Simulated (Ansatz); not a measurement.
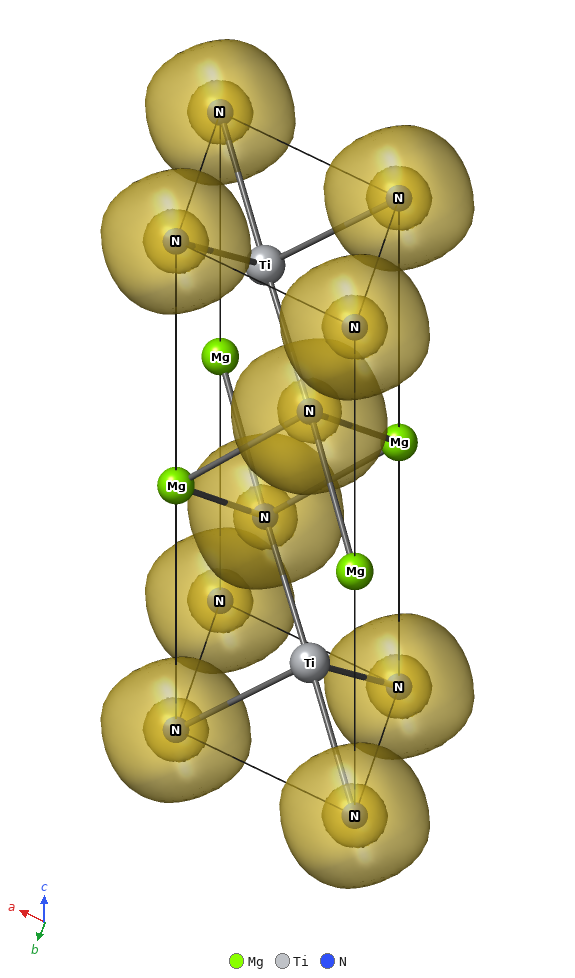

Figure 1: MgTi2N3. Isosurface of the electron localisation function at 0.65 (yellow), seen at an oblique angle. Only the valence region is drawn (cores and ρ < 0.01 e/Å³ removed). Sticks mark near contacts.

Space group P-3m1; a generated structure, not necessarily the stable one; computed without spin polarisation.

Level of theory: Ansatz, DFT PBE, scalar-relativistic, plane waves, PAW.

In a PAW calculation such maps are meaningful between the atoms, not at the nuclei.

Identify the bonds, lone pairs and shells in this picture.

The surface consists of three regions wrapped around N (the valence shell of each), counted in one cell of 6 atoms. Any copies at cell faces, edges or corners count once.

Values along the shortest contacts:
Ti–N (2.08 Å): the ELF peaks at about 0.80 in the valence shell of N, 0.7 Å from its nucleus, and is about 0.25 at the midpoint (no shared electron pair shows on this line). Mg–N (2.20 Å): the ELF peaks at about 0.85 in the valence shell of N, 0.7 Å from its nucleus, and is about 0.40 at the midpoint.
